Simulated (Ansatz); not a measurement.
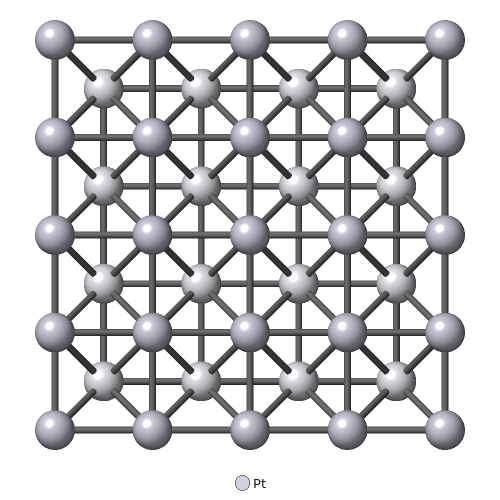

The system is Cl on a Pt(100) slab cut from the Fm-3m phase, its upper half relaxed before the scan (12 atoms of substrate and one adsorbate in a 2 × 2 cell); the picture shows it without the atoms that are moved over the map. 
- Cl is moved over the surface cell; relaxed at each place: the height of the adsorbate's atoms; substrate rigid; the origin of the map has the adsorbate above Pt9.
- Places are given modulo a cell vector. The map is drawn in real space over the plane of the surface.
- The scan uses a 6 × 6 grid; 10 points were computed and 26 follow by symmetry.
- Places are given in fractions of the 1 × 1 surface cell.
- Energies are in meV, from the lowest grid point.
- These are results of DFT PBE, scalar-relativistic, plane waves, PAW (Ansatz 0.2.0), not measurements. Settings: cutoff 420 eV, k-mesh 5×5×1, gaussian smearing 0.1 eV, no spin polarisation.

Range: position of Cl13 along the first surface vector from 0.000 to 0.833; position of Cl13 along the second surface vector from 0.000 to 0.833.

Q: Predict the map.

A: The lowest grid point is at a bridge site between two Pt atoms, (0/6, 3/6) of the cell vectors; the map holds 2 wells of about this depth. It is the only kind of minimum in the scanned range. The highest grid point, a fourfold hollow over a second-layer Pt atom, (3/6, 3/6) of the cell vectors, lies 324 meV above the lowest. On the interpolated surface the easiest way out of the lowest well to a well of about the same depth near a bridge site between two Pt atoms, (3/6, 0/6) of the cell vectors passes a barrier of about 240 meV. At the lowest point the adsorbate has 2 Pt at 2.39 Å as nearest neighbours, at the highest 4 Pt at 2.62 Å. Its relaxed height above the top atom is 1.93 Å at the lowest and 1.71 Å at the highest point.

| second ↓, first → | 0/6 | 1/6 | 2/6 | 3/6 | 4/6 | 5/6 |
| --- | --- | --- | --- | --- | --- | --- |
| 5/6 | 282 | 279 | 208 | 66 | 208 | 279 |
| 4/6 | 181 | 208 | 244 | 227 | 244 | 208 |
| 3/6 | 0 | 66 | 227 | 324 | 227 | 66 |
| 2/6 | 181 | 208 | 244 | 227 | 244 | 208 |
| 1/6 | 282 | 279 | 208 | 66 | 208 | 279 |
| 0/6 | 294 | 282 | 181 | 0 | 181 | 282 |

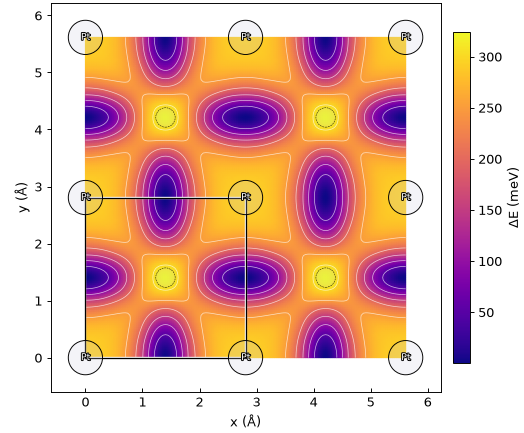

The picture shows a smooth colour map with a few white contour lines, labelled circles for the atoms of the top layer and small ones for the second layer, the outline of one cell of the 2 × 2 shown. Between grid points the surface is interpolated.

Each point was launched as `ansatz run input.yaml --threads 4 --pin off --max-ram 12288MiB --backend cpu --events-out ev --progress --plain --runs-dir out`. The whole map (10 points run) took 3.8 min on 4 threads of AMD EPYC 9R45 96-Core Processor (Zen 5) (shared host).

PAW datasets: the set soft_1.
